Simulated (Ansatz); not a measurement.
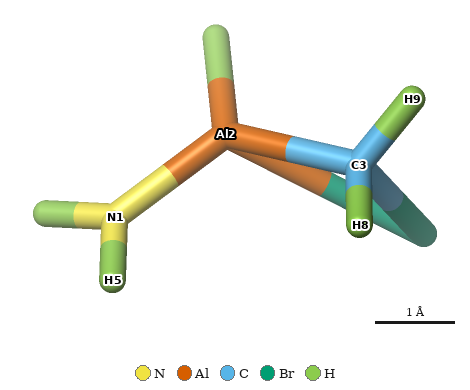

Fig. 1: The starting structure (stick view, seen at a tilt; atoms are numbered from 1 in the order of the input). Sticks mark near contacts. Bond lengths as drawn: Al–Br 2.88 Å, Al–C 1.97 Å, Al–H 1.59 Å, Al–N 1.78 Å, Br–C 2.01 Å, C–H 1.11 Å and H–N 1.02 Å.

**CH5AlBrN: geometry relaxation**

CH5AlBrN, computed with RKS PBE0-D4/def2-TZVP (Ansatz 0.2.0).

The geometry: PBE-D4/def2-SVP start. Figures and captions count atoms from 1; the log counts them from 0 in places.

Output
```
Functional definition: PBE0
  name "PBE0"
  cite "Adamo & Barone, J. Chem. Phys. 110, 6158 (1999) doi:10.1063/1.478522"
  cite "Perdew, Burke & Ernzerhof, Phys. Rev. Lett. 77, 3865 (1996) doi:10.1103/PhysRevLett.77.3865"
  parent pbe
  parameter a = 0.25
  parameter kappa = 0.804
  parameter beta = 0.06672455060314922
  exchange = (1 - a)*pbe_x(kappa = kappa, mu = beta*pi^2/3) + a*exact_x
  correlation = pbe_c(beta = beta)
1247 factors; their error is unknown
mean field evaluation 1: about -79228.2567 eV, gradient 7.4e1 eV
mean field evaluation 2: about -79207.3044 eV, gradient 1.1e2 eV
mean field evaluation 4: about -79239.1119 eV, gradient 9.5e0 eV
mean field evaluation 8: about -79239.7639 eV, gradient 4.8e-1 eV
mean field evaluation 16: about -79239.7642 eV, gradient 6.7e-5 eV
mean field -79239.76416767 eV, -2912.0076225206 hartree, gradient 6.7e-5 eV, S^2 0.000000; 0 other end points of the search recorded, 0 dependent functions left out
the calculation of the forces begins
reference -79239.76420027 eV, -2912.0076237187 hartree; 33, 33 occupied and 144, 144 virtual orbitals, 1247 factors
relax step   1: F+E_penalty+E_count = -79239.91780164 eV  Δ(F+E_penalty+E_count) = +0.000e0 eV  max|allowed force component| = 6.769e-1 eV/Å  Δτ_max = 0.0000 Å  (27 SCF iters, accepted)
these checks for a lower state are left out or cut short: starts, cluster_reference, orbital_swaps, neighbouring_geometries, increment
1247 factors; their error is unknown
mean field -79239.79494651 eV, -2912.0087536220 hartree, gradient 4.8e-6 eV, S^2 0.000000; 0 other end points of the search recorded, 0 dependent functions left out
the calculation of the forces begins
reference -79239.79497895 eV, -2912.0087548143 hartree; 33, 33 occupied and 144, 144 virtual orbitals, 1247 factors
relax step   2: F+E_penalty+E_count = -79239.94977748 eV  Δ(F+E_penalty+E_count) = -3.198e-2 eV  max|allowed force component| = 1.913e-1 eV/Å  Δτ_max = 0.0387 Å  (31 SCF iters, accepted)
these checks for a lower state are left out or cut short: starts, cluster_reference, orbital_swaps, neighbouring_geometries, increment
1247 factors; their error is unknown
mean field -79239.79827049 eV, -2912.0088757761 hartree, gradient 2.6e-5 eV, S^2 0.000000; 0 other end points of the search recorded, 0 dependent functions left out
the calculation of the forces begins
reference -79239.79830291 eV, -2912.0088769676 hartree; 33, 33 occupied and 144, 144 virtual orbitals, 1247 factors
relax step   3: F+E_penalty+E_count = -79239.95380411 eV  Δ(F+E_penalty+E_count) = -4.027e-3 eV  max|allowed force component| = 4.753e-2 eV/Å  Δτ_max = 0.0204 Å  (32 SCF iters, accepted)
these checks for a lower state are left out or cut short: starts, cluster_reference, orbital_swaps, neighbouring_geometries, increment
1247 factors; their error is unknown
mean field evaluation 32: about -79239.3554 eV, gradient 6.8e-4 eV
mean field -79239.79866735 eV, -2912.0088903604 hartree, gradient 2.6e-5 eV, S^2 0.000000; 0 other end points of the search recorded, 0 dependent functions left out
the calculation of the forces begins
reference -79239.79869977 eV, -2912.0088915517 hartree; 33, 33 occupied and 144, 144 virtual orbitals, 1247 factors
relax step   4: F+E_penalty+E_count = -79239.95419663 eV  Δ(F+E_penalty+E_count) = -3.925e-4 eV  max|allowed force component| = 1.763e-2 eV/Å  Δτ_max = 0.0081 Å  (32 SCF iters, accepted)
these checks for a lower state are left out or cut short: starts, cluster_reference, orbital_swaps, neighbouring_geometries, increment
1247 factors; their error is unknown
mean field -79239.79864008 eV, -2912.0088893582 hartree, gradient 2.6e-5 eV, S^2 0.000000; 0 other end points of the search recorded, 0 dependent functions left out
the calculation of the forces begins
reference -79239.79867249 eV, -2912.0088905494 hartree; 33, 33 occupied and 144, 144 virtual orbitals, 1247 factors
relax step   5: F+E_penalty+E_count = -79239.95427479 eV  Δ(F+E_penalty+E_count) = -7.815e-5 eV  max|allowed force component| = 1.217e-2 eV/Å  Δτ_max = 0.0127 Å  (32 SCF iters, accepted)
these checks for a lower state are left out or cut short: starts, cluster_reference, orbital_swaps, neighbouring_geometries, increment
1247 factors; their error is unknown
mean field -79239.79860910 eV, -2912.0088882197 hartree, gradient 2.6e-5 eV, S^2 0.000000; 0 other end points of the search recorded, 0 dependent functions left out
the calculation of the forces begins
reference -79239.79864151 eV, -2912.0088894108 hartree; 33, 33 occupied and 144, 144 virtual orbitals, 1247 factors
relax step   6: F+E_penalty+E_count = -79239.95429617 eV  Δ(F+E_penalty+E_count) = -2.138e-5 eV  max|allowed force component| = 1.955e-3 eV/Å  Δτ_max = 0.0049 Å  (31 SCF iters, accepted)
1247 factors; their error is unknown
mean field evaluation 64: about -79239.3542 eV, gradient 4.9e-1 eV
```

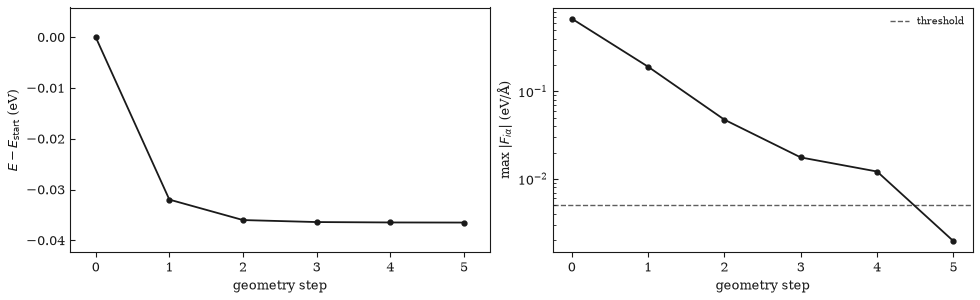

Fig. 2: Progress of the relaxation, step by step (the first geometry is step 0 here and step 1 in the log).

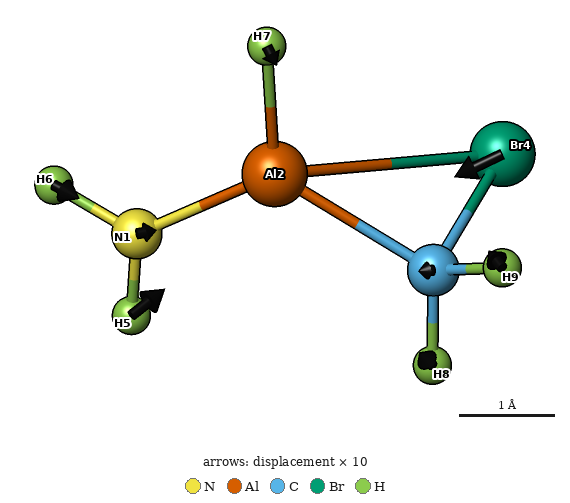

Fig. 3: The starting structure with the displacements as black arrows, magnified 10 times (ball-and-stick view, seen at a tilt). The two geometries are laid on each other by the best rigid fit. After 5 geometry steps the energy has fallen by 0.036 eV. Largest force component: 0.68 eV/Å at the start, 0.002 eV/Å at the end. The atom that moves furthest after the best rigid fit is Br4 (0.057 Å). By element the largest moves are Br 0.057 Å, H 0.049 Å, N 0.022 Å, C 0.018 Å, Al 0.005 Å. Among the contacts that change: Al2–Br4 2.885 → 2.836 Å, C3–Br4 2.011 → 1.989 Å, C3–H8 1.106 → 1.088 Å, N1–Al2 1.785 → 1.766 Å. (Atoms are counted from 1 in the order of the input.)

```
mean field -79239.79860910 eV, -2912.0088882197 hartree, gradient 2.6e-5 eV, S^2 0.000000; 1 other end points of the search recorded, 0 dependent functions left out
the calculation of the forces begins
reference -79239.79864151 eV, -2912.0088894108 hartree; 33, 33 occupied and 144, 144 virtual orbitals, 1247 factors
Total energy: -79239.95432858 eV, -2912.0146108053 hartree
Atom 0 at    -0.491799     1.602878    -0.616941 Å, force    -0.000593    -0.000130    -0.000130 eV/Å
Atom 1 at     0.648407     0.350984    -0.114350 Å, force    -0.000346    -0.001903    -0.000195 eV/Å
Atom 2 at    -0.041889    -1.208281     0.845654 Å, force    -0.000844     0.001955     0.001438 eV/Å
Atom 3 at     0.004341    -2.324954    -0.800043 Å, force     0.000405     0.000571    -0.001589 eV/Å
Atom 4 at    -1.487342     1.582037    -0.468327 Å, force     0.000629     0.000222    -0.000381 eV/Å
Atom 5 at    -0.244714     2.391601    -1.192204 Å, force    -0.000253     0.000545    -0.000413 eV/Å
Atom 6 at     2.189376     0.512674    -0.412000 Å, force    -0.000029    -0.000064     0.000349 eV/Å
Atom 7 at    -1.077417    -1.225015     1.178722 Å, force     0.000607    -0.000277     0.000648 eV/Å
Atom 8 at     0.589436    -1.728225     1.562390 Å, force     0.000425    -0.000919     0.000272 eV/Å
Dipole moment:    -0.230431     0.223041     0.224595 e Å
```

Trajectory as extended XYZ (Å, eV, eV/Å), 6 frames, from step=1 to step=6
```
9
Properties=species:S:1:pos:R:3:forces:R:3 step=1 energy=-79239.91780
N    -0.4931    1.6253   -0.6153   -0.2415   0.2141  -0.1595
Al    0.6531    0.3529   -0.1135   -0.2014   0.1252  -0.0976
C    -0.0450   -1.2262    0.8427   -0.1073  -0.1780   0.2683
Br    0.0276   -2.3773   -0.8045   -0.0173   0.2226   0.3162
H    -1.5015    1.6233   -0.4462    0.6769  -0.0216  -0.1181
H    -0.2464    2.4132   -1.2193   -0.1478  -0.5349   0.4214
H     2.2037    0.5213   -0.4289   -0.1843  -0.0339   0.0474
H    -1.0996   -1.2423    1.1766    0.5540  -0.0238  -0.2293
H     0.5895   -1.7365    1.5914   -0.3311   0.2303  -0.4488
9
Properties=species:S:1:pos:R:3:forces:R:3 step=2 energy=-79239.94978
N    -0.4921    1.6168   -0.6118   -0.0288   0.0037  -0.0391
Al    0.6508    0.3520   -0.1191   -0.1523   0.0748  -0.0120
C    -0.0428   -1.2080    0.8486   -0.0338  -0.1500   0.0774
Br    0.0195   -2.3489   -0.7836    0.0056   0.0356  -0.0342
H    -1.4932    1.5955   -0.4718    0.1913  -0.0095  -0.0101
H    -0.2436    2.4096   -1.1882   -0.0295  -0.1502   0.1022
H     2.1904    0.5112   -0.4308   -0.0216  -0.0066   0.0121
H    -1.0872   -1.2393    1.1695    0.1787   0.0534  -0.0155
H     0.5865   -1.7353    1.5702   -0.1097   0.1487  -0.0809
9
Properties=species:S:1:pos:R:3:forces:R:3 step=3 energy=-79239.95380
N    -0.4924    1.6043   -0.6130    0.0407  -0.0412   0.0143
Al    0.6479    0.3468   -0.1211   -0.0454   0.0282   0.0017
C    -0.0435   -1.2090    0.8411    0.0161   0.0214  -0.0169
Br    0.0200   -2.3381   -0.7963   -0.0034   0.0105   0.0325
H    -1.4866    1.5875   -0.4611   -0.0392  -0.0110   0.0127
H    -0.2452    2.3956   -1.1829    0.0181   0.0377  -0.0314
H     2.1859    0.5058   -0.4230    0.0294   0.0042  -0.0077
H    -1.0797   -1.2238    1.1681   -0.0475  -0.0081  -0.0061
H     0.5819   -1.7155    1.5711    0.0312  -0.0418   0.0009
9
Properties=species:S:1:pos:R:3:forces:R:3 step=4 energy=-79239.95420
N    -0.4922    1.6044   -0.6151    0.0105  -0.0045   0.0014
Al    0.6478    0.3498   -0.1173   -0.0176   0.0091  -0.0050
C    -0.0433   -1.2082    0.8434    0.0054  -0.0105   0.0040
Br    0.0177   -2.3349   -0.7949   -0.0030   0.0054  -0.0006
H    -1.4867    1.5893   -0.4602   -0.0056  -0.0072   0.0033
H    -0.2450    2.3940   -1.1890    0.0051   0.0039  -0.0048
H     2.1871    0.5085   -0.4215    0.0082   0.0017   0.0005
H    -1.0807   -1.2264    1.1697   -0.0076   0.0019   0.0001
H     0.5837   -1.7227    1.5677    0.0046   0.0002   0.0012
9
Properties=species:S:1:pos:R:3:forces:R:3 step=5 energy=-79239.95427
N    -0.4919    1.6029   -0.6171    0.0088  -0.0054   0.0034
Al    0.6486    0.3505   -0.1152   -0.0122   0.0044  -0.0014
C    -0.0421   -1.2086    0.8446   -0.0010   0.0034   0.0022
Br    0.0074   -2.3284   -0.7984    0.0001   0.0004  -0.0036
H    -1.4868    1.5842   -0.4653   -0.0062  -0.0026   0.0005
H    -0.2450    2.3922   -1.1916    0.0024   0.0026  -0.0028
H     2.1888    0.5127   -0.4141    0.0067  -0.0006  -0.0009
H    -1.0780   -1.2249    1.1760   -0.0043   0.0004   0.0002
H     0.5875   -1.7270    1.5638    0.0057  -0.0027   0.0024
9
Properties=species:S:1:pos:R:3:forces:R:3 step=6 energy=-79239.95430
N    -0.4918    1.6029   -0.6169   -0.0006  -0.0001  -0.0001
Al    0.6484    0.3510   -0.1143   -0.0003  -0.0019  -0.0002
C    -0.0419   -1.2083    0.8457   -0.0008   0.0020   0.0014
Br    0.0043   -2.3250   -0.8000    0.0004   0.0006  -0.0016
H    -1.4873    1.5820   -0.4683    0.0006   0.0002  -0.0004
H    -0.2447    2.3916   -1.1922   -0.0003   0.0005  -0.0004
H     2.1894    0.5127   -0.4120    0.0000  -0.0001   0.0003
H    -1.0774   -1.2250    1.1787    0.0006  -0.0003   0.0006
H     0.5894   -1.7282    1.5624    0.0004  -0.0009   0.0003
```

This output came from the following input.

Input file
```yaml
crystal:
  periodic: [false, false, false]
  atoms:
    - {symbol: N, position_ang: [-0.493102, 1.625268, -0.615348]}
    - {symbol: Al, position_ang: [0.653135, 0.352880, -0.113512]}
    - {symbol: C, position_ang: [-0.044962, -1.226200, 0.842730]}
    - {symbol: Br, position_ang: [0.027648, -2.377275, -0.804533]}
    - {symbol: H, position_ang: [-1.501490, 1.623282, -0.446187]}
    - {symbol: H, position_ang: [-0.246440, 2.413223, -1.219338]}
    - {symbol: H, position_ang: [2.203667, 0.521310, -0.428886]}
    - {symbol: H, position_ang: [-1.099576, -1.242307, 1.176555]}
    - {symbol: H, position_ang: [0.589521, -1.736481, 1.591419]}
basis:
  gaussian: {orbitals: def2-TZVP}
hamiltonian: {xc: pbe0, dispersion: d4}
relax: {f_tol: 0.005, max_steps: 150}
```

Command:
```bash
ansatz run in.yaml --threads 4 --pin off --events-out ev --progress --plain --max-ram 10444MiB
```

Key numbers

| quantity | value |
| --- | --- |
| outcome | converged |
| total energy | −79239.9543 eV |
| mean-field energy | −79239.7986 eV |
| dispersion energy | −0.1557 eV |
| SCF solution under orbital rotations | stable |
| largest force (length of the vector) at the end | 0.003 eV/Å |
| dipole moment | 1.88 D |
| hardware | 4 CPU threads, shared host |
| wall time | 14 s (CPU time 49 s) |
| peak memory | 0.48 GiB |
